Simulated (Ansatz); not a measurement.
BN (space group P6_3/mmc, No. 194). Coordinates: the end point of a relaxation with DFT, PBE, plane waves, PAW (Ansatz); the starting structure was generated, so it need not be a known form of this composition.

Space group P6_3/mmc (No. 194). a = 2.500 Å, b = 2.500 Å, c = 4.022 Å, α = 90.00°, β = 90.00°, γ = 120.00°
```json
{"atom": "B", "site": "2a", "symmetry": "-3m.", "x": "0.0000", "y": "0.0000", "z": "0.0000"}
{"atom": "N", "site": "2c", "symmetry": "-6m2", "x": "0.3333", "y": "0.6667", "z": "0.2500"}
```

Describe the stacking along c, with columns A (0, 0), B (1/3, 2/3), C (2/3, 1/3) of the hexagonal mesh.

B(A) – N(B) – B(A) – N(C) (four layers in 4.02 Å).

N layers alone: BC, the hexagonal close-packed type.

B: two octahedral sites in each hexagonal cell.

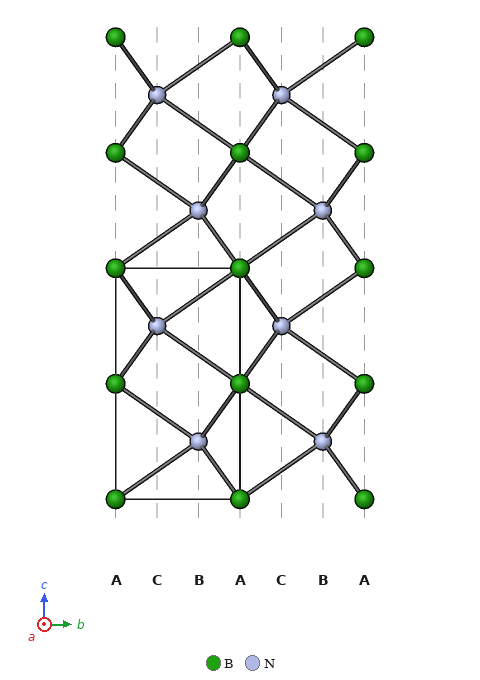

Projection along an edge of the hexagonal mesh, stacking direction c upwards. The dashed lines mark the three columns A (0, 0), B (1/3, 2/3) and C (2/3, 1/3). The sequence starts with the first layer at or above the cell's origin.
